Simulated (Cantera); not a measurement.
Input: 1 mol Si₂Cl₆, 0.023 mol HCl, a varied amount of H₂, at 1700 K and 0.100 bar.

Method: chemical equilibrium by Gibbs-energy minimisation in Cantera with the NASA 1993 tables (ideal gas, pure condensed phases). Candidate condensed phases: Si; 19 gas species. The feed counts by its element totals alone. The tables' values for SiCl₃, SiCl are old estimates; treat these amounts as uncertain. Gases not in the tables: Si₂H₆ and higher silanes. Kinetics and transport are ignored.

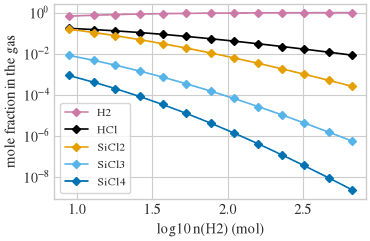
Fig. 1. Equilibrium gas composition (values under 1e-9 drawn at 1e-9)

From 8.8 mol H₂ to 670 mol H₂ the condensed part is Si(l). The main Si-bearing gas is SiCl₂ throughout. The share of Si in condensed phases is highest at 670 mol H₂ (90.4 %) and lowest at 8.8 mol H₂ (2.5 %).
